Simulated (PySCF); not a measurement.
## Electronic structure of C3H7GeNO in real space

```
atom    x (Å)    y (Å)    z (Å)
   C  -1.0527   2.6021   0.5641
   C  -0.9435   1.4698   0.1746
  Ge  -0.6816  -0.3313  -0.4193
   N  -1.7612  -1.4472   0.4911
   O   0.8944  -0.9178   0.0963
   C   2.1305  -0.2916  -0.1483
   H  -1.1709   3.5923   0.9040
   H  -0.7701  -0.3419  -1.9407
   H  -1.3486  -2.3430   0.7081
   H  -2.7062  -1.5796   0.1646
   H   2.1245   0.7546   0.1686
   H   2.3969  -0.3331  -1.2079
   H   2.8839  -0.8328   0.4271
```

Geometry: GFN2-xTB.

Method: CAM-B3LYP/def2-SVPD, SCF density, gas phase in PySCF 2.14.0.

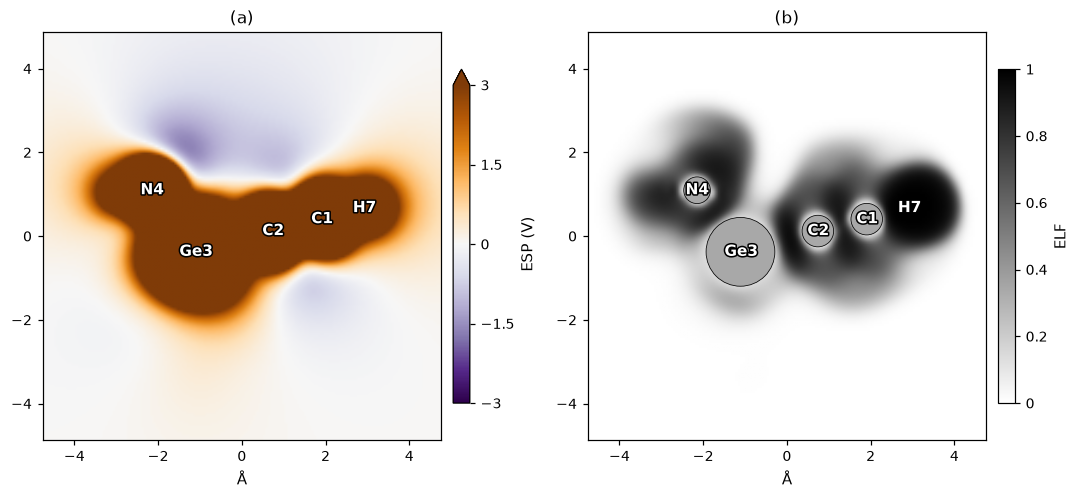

Figure 1. (a) molecular electrostatic potential; (b) ELF on the plane of atoms C2, Ge3 and N4. Grey discs cover the atomic cores in the ELF map.

Q: Interpret the plot.

A: The plane passes through C, Ge, N and H nuclei. C–C (1.20 Å): the ELF peaks at about 0.85 between the atoms; a multiple bond. Ge–N (1.80 Å): the ELF peaks at about 0.90 in the valence shell of N, 0.7 Å from its nucleus, and is about 0.50 at the midpoint. C–Ge (1.91 Å): the ELF peaks at about 0.95 in the valence shell of C, 0.7 Å from its nucleus, and is about 0.65 at the midpoint. C–H (1.05 Å): the ELF climbs to about 1 towards the hydrogen, as it does in any bond to H: a covalent bond by its length. The ELF also peaks beside N4, away from the bonds: lone-pair regions. Outside the dense part of the molecule the potential is most negative (−1.6 V) near N4.

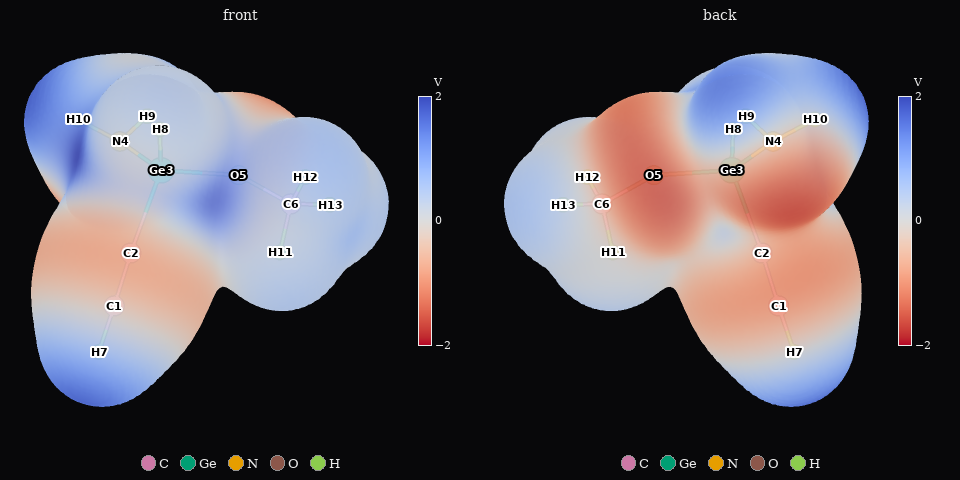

Figure 2. The molecular electrostatic potential painted on the density surface at 0.002 e/bohr³, seen from the front and from behind; the colour scale runs from red (negative) to blue (positive).

Q: Which sites attract a positive test charge, and which a negative one?

A: A positive charge is drawn to the negative regions and a negative charge to the positive ones. The most negative region (about −1.6 V) lies over N4, the most positive (about +1.7 V) over Ge3 and H10. N4 is the likeliest acceptor of a hydrogen bond.

Q: How polar is the molecule by this calculation?

A: Its dipole moment is 1.13 D.
